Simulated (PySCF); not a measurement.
SMILES CO[SiH2][SiH2]O[SiH3] (CH₁₀O₂Si₃) at its GFN2-xTB optimised geometry (Å):

```
16

C      2.9137    -2.2882    -0.0613
O      2.0063    -1.2325    -0.0387
Si     0.3815    -1.3240    -0.0382
Si    -0.1224     0.8999     0.0000
O     -1.7495     0.8999     0.0000
Si    -3.2563     1.4817     0.0000
H      2.7790    -2.9322     0.8107
H      3.9228    -1.8747    -0.0512
H      2.7803    -2.8927    -0.9612
H     -0.0662    -2.1592     1.0983
H     -0.0692    -2.1200    -1.2013
H      0.2796     1.6780     1.1839
H      0.2792     1.7160    -1.1582
H     -3.8245     1.1174     1.2956
H     -3.2181     2.9322    -0.1784
H     -3.9228     0.8171    -1.1170
```

Level of theory: B3LYP/def2-TZVP (PySCF). Cells within 0.4 Å of a nucleus heavier than hydrogen are left out (blank, or x).

Map of the log10 of the electron density (e/bohr³), floored at −4 on the plane z = 0.0 Å:

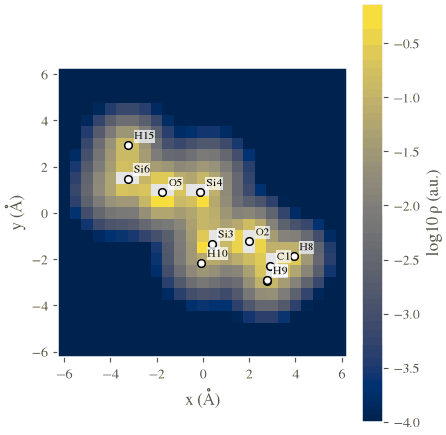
Figure: Log10 of the electron density (e/bohr³), floored at −4 on the plane z = 0.0 Å.
